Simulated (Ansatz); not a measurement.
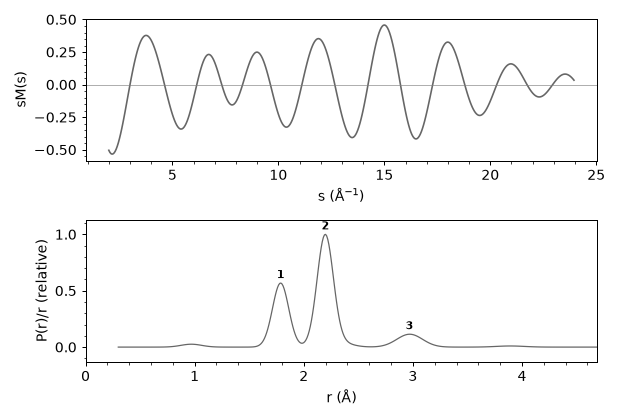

Simulated gas electron diffraction: reduced molecular intensity sM(s) from the Debye equation in the first Born approximation (top) and the radial distribution curve (bottom) of ClGeHO. Each pair of atoms contributes with weight ZᵢZⱼ/r; damping constant 0.0015 Å²; vibrational amplitudes assumed, not computed: 0.05 Å for bonds, 0.078 Å for bonds to H, 0.06 + 0.015 r up to 0.15 Å for other pairs. The geometry is the end point of an optimisation (RKS r2SCAN-D4/def2-SVP in Ansatz 0.2.0); it may be a saddle point or a higher isomer. SMILES: [OH][Ge][Cl].

Question: Which pairs of atoms lie under the numbered peaks? Mark bonded pairs by – and others by ···.

Answer: Peak 1, 1.79 Å: Ge–O 1.79 Å
Peak 2, 2.20 Å: Ge–Cl 2.20 Å
Peak 3, 2.97 Å: Cl···O 2.97 Å
